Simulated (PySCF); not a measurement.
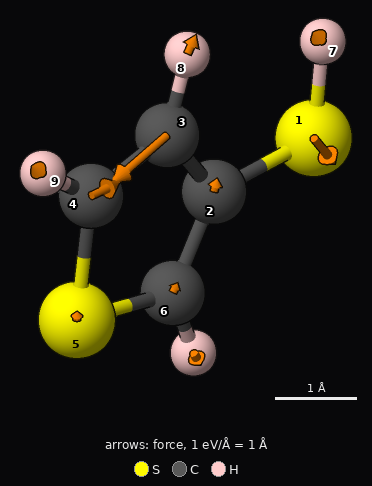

Starting geometry of C$_{4}$H$_{4}$S$_{2}$ with the computed forces as orange arrows. A ball-and-stick model, seen from a free direction.

The start comes from MMFF94s.

Level of theory: PBE0-D3(BJ)/def2-SVP geometry optimisation, gas phase (PySCF 2.14.0, density-fitted response routines). 

**Is this structure relaxed? If not, where do the atoms go?**

It isn't relaxed: the largest force vector, on a C atom, is 1.03 eV/Å. The final displacements have little in common with the starting forces (cosine between the two patterns −0.08). An H atom moves most after the best rigid fit: 0.76 Å. By element the largest moves are H 0.76 Å, S 0.44 Å, C 0.16 Å. Among the contacts that change: C–S 1.754 → 1.769 Å, H–S 1.340 → 1.352 Å, C–H 1.081 → 1.089 Å, C–C 1.422 → 1.430 Å. Bond angles that change, for instance: C–S–H 98.8° → 96.8°. Groups turn about C–S by about 60°. After 16 geometry steps the energy has fallen by 0.046 eV.
